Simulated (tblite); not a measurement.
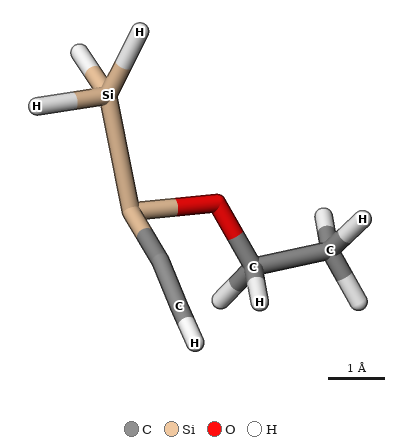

Figure 1. The input geometry (stick view, seen at a tilt). Bond lengths as drawn: C–C 1.21 to 1.53 Å, C–H 1.06 to 1.11 Å, C–O 1.36 Å, C–Si 1.89 Å, H–Si 1.49 to 1.50 Å, O–Si 1.73 Å and Si–Si 2.24 Å.

Run report: C4H9OSi2 (charge −1), relaxed scan

- system: C4H9OSi2, charge −1, SMILES C#C[Si-]([SiH3])OCC
- method: GFN2-xTB relaxed scan under a harmonic restraint, gas phase (tblite 0.8.0)

What the program printed
```
point  coordinate     E/eV
  0     36.500     -565.61542
  1     26.700     -565.33749
  2     15.800     -564.95655
  3      2.600     -564.57340
  4    -33.900     -562.77530
  5    -26.600     -565.39051
  6    -35.900     -565.63862
  7    -44.100     -565.70491
```

This output came from the following input.

The input
```
{"job": {"xc": "GFN2-xTB", "basis": "xTB", "coordinate": [["t", [4, 1, 3, 2], 0.3333333333333333], ["t", [1, 3, 4, 2], 0.3333333333333333], ["t", [3, 4, 1, 2], 0.3333333333333333]], "kind": "drive"}, "charge": -1, "multiplicity": 1}
C      0.818318     2.850959    -0.385047
C      1.058445     1.667275    -0.413380
Si     1.141616    -0.179967    -0.827339
Si     2.725928    -0.960072     0.552642
O     -0.321218    -0.707104    -0.060163
C     -1.486996    -0.180224    -0.518726
C     -2.672721    -0.673396     0.308608
H      0.657198     3.894301    -0.303129
H      3.955404    -0.382278    -0.068328
H      3.161105    -0.993754     1.985009
H      2.924775    -2.407104     0.241316
H     -1.647857    -0.453393    -1.581171
H     -1.451835     0.924101    -0.485095
H     -2.728083    -1.759585     0.260914
H     -2.538017    -0.381693     1.348131
H     -3.603661    -0.249123    -0.065652
```

The first line tells a small driver script what to run in tblite; the rest is the geometry in Å.

Launch command:
```bash
OMP_NUM_THREADS=1 python <driver script> task.json out
```

Results in brief

```tsv
quantity	value
outcome	converged
hardware	1 CPU thread, shared host
wall time	6.3 s
peak memory	0.19 GiB
```
